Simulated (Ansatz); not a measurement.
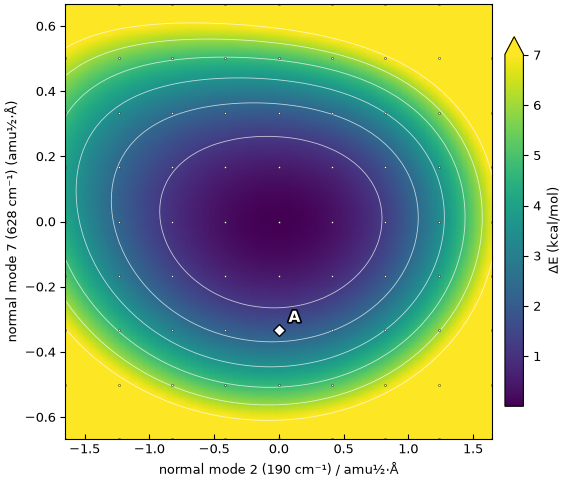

BFH₃ISi, SMILES B[SiH](F)I. Coordinates scanned: (1) normal mode 2 (190 cm⁻¹); (2) normal mode 7 (628 cm⁻¹). Nothing is relaxed (straight displacements along the two mass-weighted modes). Grid: 9 × 9 points. Energies are in kcal/mol, from the lowest grid point. Theory: RKS PBE-D4/def2-SVP in Ansatz 0.2.0.

The picture shows a smooth colour map with a few white contour lines, dots at the grid points, one colour for all values above the top of the scale, the point A. Between grid points the surface is interpolated.

**Which way does the force act at A, and how strong is it?**

A, at normal mode 2 (190 cm⁻¹) = 0.00 amu½·Å, normal mode 7 (628 cm⁻¹) = −0.334 amu½·Å, is not a stationary point. The computed force is 0.19 kcal/mol for each amu½·Å towards smaller values of normal mode 2 (190 cm⁻¹) and 12 kcal/mol for each amu½·Å towards larger values of normal mode 7 (628 cm⁻¹).
